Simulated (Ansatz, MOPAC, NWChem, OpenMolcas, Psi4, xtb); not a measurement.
**C2H5Al (SMILES C=[CH][AlH2]): the zero-point energy at each level's own minimum, rung by rung**

C2H5Al, singlet, SMILES `C=[CH][AlH2]`. Each level relaxes the structure for itself.

Quantity: the zero-point energy at each level's own minimum, in kJ/mol. The values are calculated.

```tsv
level	kind	program	value (kJ/mol)
MNDO	semi-empirical	MOPAC	153.7
PM3	semi-empirical	MOPAC	143.0
MNDOD	semi-empirical	MOPAC	151.4
GFN1-xTB	semi-empirical	xtb	134.7
HF/3-21G	Hartree–Fock	NWChem	153.6
HF/6-31G* (Cartesian functions)	Hartree–Fock	OpenMolcas	153.9
B3LYP/def2-SVP	global hybrid	NWChem	143.5
PBE0-D4/def2-TZVP	global hybrid	Ansatz	143.9
B3LYP-D3(BJ)/def2-TZVP (density fitting)	global hybrid	Psi4	143.9
```

Harmonic and unscaled. The values span 134.7 to 153.9 kJ/mol.

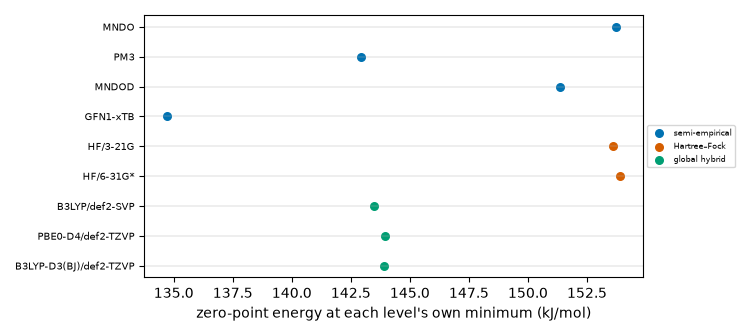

The values of the table, level by level.
